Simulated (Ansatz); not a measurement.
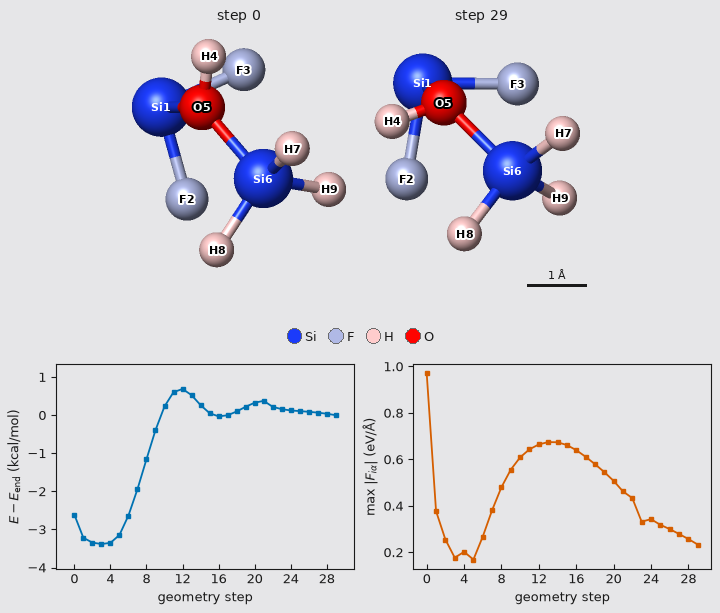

First and last geometry of a saddle-point search of Si$_{2}$H$_{4}$OF$_{2}$, with the history of the run. A ball-and-stick model, seen from a free direction.

Theory: RKS PBE0-D4/def2-SVP (Ansatz).

The input:
```yaml
crystal:
  periodic: [false, false, false]
  atoms:
    - {symbol: Si, position_ang: [-1.470956, -1.548536, 0.206362]}
    - {symbol: F, position_ang: [0.011448, -1.822427, 0.847958]}
    - {symbol: F, position_ang: [-1.104188, -1.748138, -1.365472]}
    - {symbol: H, position_ang: [-1.350333, 1.013482, -0.449600]}
    - {symbol: O, position_ang: [-0.798819, 0.438675, 0.089179]}
    - {symbol: Si, position_ang: [0.862254, 0.814394, 0.156841]}
    - {symbol: H, position_ang: [0.934217, 2.236026, -0.264054]}
    - {symbol: H, position_ang: [1.296683, 0.656247, 1.556177]}
    - {symbol: H, position_ang: [1.619593, -0.039524, -0.777492]}
basis:
  gaussian: {orbitals: def2-SVP}
hamiltonian: {xc: pbe0, dispersion: d4}
saddle:
  max_steps: 30
  mode_guess:
    - [0.3050, 0.3808, -0.1129]
    - [-0.1671, -0.0574, 0.0914]
    - [-0.0337, 0.1068, 0.0550]
    - [-0.5724, -0.4224, 0.2568]
    - [0.2659, -0.0425, -0.1593]
    - [0.0628, 0.0094, -0.0590]
    - [0.0477, 0.0017, -0.0350]
    - [-0.0071, 0.0062, -0.0526]
    - [0.0988, 0.0175, 0.0156]
```

Run as
```bash
ansatz run in.yaml --threads 4 --pin off --events-out ev --progress --plain --max-ram 9574MiB
```

**What do the curves and the structures tell?**

The relaxation stopped without meeting its thresholds, so the last structure isn't shown to be converged. The input was poor on purpose: start at a minimum. The atom that moves furthest after the best rigid fit is H4 (1.51 Å). Largest moves by element: H 1.51 Å, F 0.62 Å, Si 0.53 Å, O 0.09 Å. Some distances before and after: O5–Si6 1.704 → 1.743 Å, Si1–F2 1.638 → 1.666 Å, Si1–F3 1.626 → 1.648 Å, Si6–H8 1.474 → 1.486 Å. Among the angles between lasting bonds that change: Si1–O5–H4 114.4° → 96.4°, H4–O5–Si6 116.7° → 109.2°, O5–Si6–H7 104.3° → 108.5°. The energy rises by 2.61 kcal/mol in 29 geometry steps. Largest force component: 0.97 eV/Å at the start, 0.23 eV/Å at the end.
